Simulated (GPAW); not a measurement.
The S K edge of atom 2 in LaS (Fm-3m), with 6 La at 2.93 Å (octahedral, site symmetry m-3m), was computed in 3 ways: excited-electron core hole (neutral cell), half core hole and no core hole. Program and functional: GPAW, LDA, without spin-orbit coupling, Gaussian full width 0.9 eV up to 4 eV, rising linearly to 3.5 eV at 25 eV; cells of 2 and 8 atoms (the run without a hole in the smaller).

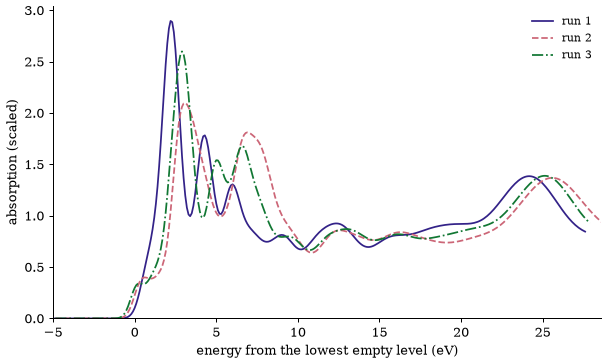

Each run is counted from its own lowest empty level or Fermi level and scaled to a mean of 1 over its first 20 eV.

Which run is which?

Run 1: excited-electron core hole (neutral cell) (area from −2 to 6 eV 8.3, main maxima 2.2 eV (2.90), 4.3 eV (1.78), 6.0 eV (1.31) and 12.4 eV (0.92)). Run 2: no core hole (area from −2 to 6 eV 6.7, main maxima 3.1 eV (2.10), 6.9 eV (1.81), 12.6 eV (0.86) and 16.3 eV (0.84)). Run 3: half core hole (area from −2 to 6 eV 7.6, main maxima 2.9 eV (2.60), 5.0 eV (1.54), 6.6 eV (1.68) and 13.0 eV (0.87)). With each curve scaled to its own mean, the area from −2 to 6 eV with the hole is 8.3 against 6.7, and the centre of weight from −1 to 20 eV moves by -0.2 eV: the hole pulls the absorber's empty states down.

[Hosts, paths, dates, database ids (printed as entryN), source tags and the programs' standing remarks are cut or masked in the printed files.]

[Lists of maxima count a maximum above −3 eV only where it reaches 4 % of the highest in the window and stands out from its surroundings by 2 % of it (1.5 % where it reaches 55 %); shoulders and weaker maxima are passed over, and of the rest the first, up to two pre-edge ones and the few strongest are named.]
